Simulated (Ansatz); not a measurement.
# AlNH3 (SMILES [NH2][AlH]): UB3LYP/6-31G(d) (Cartesian functions)

Aim: the energy change on altering one bond length of AlNH3 at UB3LYP/6-31G* (Cartesian functions), from 2 runs. 

The calculation is run with Ansatz 0.2.0.

41 further runs of the same task are left out: 41 set aside as unsound or not needed.

### 1 Starting point

AlNH3: 5 atoms, total charge 0, spin state doublet. SMILES: `[NH2][AlH]`. Geometry: relaxed at PBE0-D4/def2-TZVP. This is one conformer, not always the lowest.

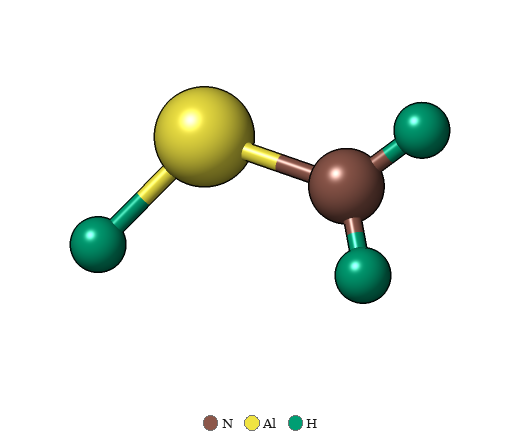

Viewed from a chosen angle; nitrogen brown, aluminium yellow, hydrogen teal.

### 2 A single-point energy at UB3LYP/6-31G(d) (Cartesian functions)

File input.yaml:

```yaml
crystal:
  periodic: [false, false, false]
  atoms:
    - {symbol: "N", position_ang: [-0.116600, -0.660800, 0.175100]}
    - {symbol: Al, position_ang: [0.836600, 0.833900, 0.120800]}
    - {symbol: H, position_ang: [0.148500, -1.505300, 0.655500]}
    - {symbol: H, position_ang: [-1.010300, -0.782800, -0.277400]}
    - {symbol: H, position_ang: [0.191800, 2.041400, -0.715400]}
basis:
  gaussian:
    orbitals: "6-31G*"
accuracy: high
hamiltonian:
  xc: {name: B3LYP}
output:
  orbitals: {seedname: orbitals}
magnetization:
  spin_polarized: true
  initial_magnetization: 1
```

Command:

```sh
$ ansatz run input.yaml --threads 1 --pin off --max-ram 3480MiB --events-out events.jsonl --progress --plain --runs-dir runs
```

Standard output:

```text
Warning: RAYON_NUM_THREADS=1 ignored (pool sized by the plan → 1); use --threads N
Functional definition: B3LYP
  name "B3LYP"
  parameter a0 = 0.2
  parameter ax = 0.72
  parameter ac = 0.81
  exchange = (1 - a0 - ax)*slater_x + ax*b88_x + a0*exact_x
  correlation = (1 - ac)*vwn_rpa_c + ac*lyp_c
816 factors; integrals over basis functions are off by at most 3.1e-9 eV
mean field evaluation 1: about -8127.8797 eV, gradient 4.2e1 eV
mean field evaluation 2: about -8091.6102 eV, gradient 7.9e1 eV
mean field evaluation 4: about -8135.2385 eV, gradient 2.0e0 eV
mean field evaluation 8: about -8135.3318 eV, gradient 7.5e-2 eV
mean field evaluation 16: about -8135.3319 eV, gradient 2.7e-4 eV
mean field -8135.33190759 eV, -298.9679332779 hartree, gradient 5.8e-8 eV, S^2 0.752133; 0 other end points of the search recorded, 0 dependent functions left out
reference -8135.33194076 eV, -298.9679344968 hartree; 12, 11 occupied and 28, 29 virtual orbitals, 816 factors
Total energy: -8135.33194076 eV, -298.9679344968 hartree
```

Wall time 2.1 s (1 thread of Intel Xeon 6975P-C (Granite Rapids), shared host); peak memory 0.17 GiB.

### 3 The distorted shape at the same level

File molecule.yaml:

```yaml
crystal:
  periodic: [false, false, false]
  atoms:
    - symbol: N
      position_ang: [0.399227, -1.626775, 0.844043]
    - symbol: Al
      position_ang: [1.352427, -0.132075, 0.789743]
    - symbol: H
      position_ang: [0.664327, -2.471275, 1.324443]
    - symbol: H
      position_ang: [-0.494473, -1.748775, 0.391543]
    - symbol: H
      position_ang: [0.191800, 2.041400, -0.715400]
basis:
  gaussian:
    orbitals: "6-31G*"
magnetization:
  spin_polarized: true
  initial_magnetization: 1
hamiltonian:
  xc: {name: B3LYP}
accuracy: high
output:
  orbitals: {seedname: orbitals}
```

Command:

```sh
$ ansatz run molecule.yaml --threads 1 --pin off --max-ram 3480MiB --events-out events.jsonl --progress --plain --runs-dir runs
```

Standard output, shortened:

```text
Warning: RAYON_NUM_THREADS=1 ignored (pool sized by the plan → 1); use --threads N
[... 7 set-up lines as earlier in the session ...]
811 factors; integrals over basis functions are off by at most 3.5e-9 eV
mean field evaluation 1: about -8125.8774 eV, gradient 4.3e1 eV
mean field evaluation 2: about -8088.9050 eV, gradient 7.9e1 eV
mean field evaluation 4: about -8133.1030 eV, gradient 5.0e0 eV
mean field evaluation 8: about -8133.5417 eV, gradient 3.8e-1 eV
mean field evaluation 16: about -8133.5452 eV, gradient 3.9e-4 eV
mean field -8133.54524168 eV, -298.9022745166 hartree, gradient 5.9e-8 eV, S^2 0.787363; 0 other end points of the search recorded, 0 dependent functions left out
reference -8133.54527593 eV, -298.9022757755 hartree; 12, 11 occupied and 28, 29 virtual orbitals, 811 factors
Total energy: -8133.54527593 eV, -298.9022757755 hartree
```

It took 2.1 s on 1 thread of Intel Xeon 6975P-C (Granite Rapids), shared host; peak memory 0.16 GiB.

### 4 Summary of results

At UB3LYP/6-31G* (Cartesian functions):

| quantity | value |
| --- | --- |
| first shape: total energy | -298.96793 Eh |
| first shape: HOMO energy (highest over α and β) | -5.15 eV |
| first shape: LUMO energy (lowest over α and β) | -2.27 eV |
| first shape: ⟨S²⟩ | 0.752 |
| distorted shape: total energy | -298.90228 Eh |
| distorted shape: HOMO energy (highest over α and β) | -5.91 eV |
| distorted shape: LUMO energy (lowest over α and β) | -2.94 eV |
| distorted shape: ⟨S²⟩ | 0.787 |
| energy change with the Al2–H5 bond stretched from 1.604 to 2.887 Å | 1.787 eV |

**Reading.** With the Al2–H5 bond stretched from 1.604 to 2.887 Å the energy rises by 1.79 eV (172 kJ/mol). The first shape isn't relaxed at this level, so the change isn't measured from a minimum.
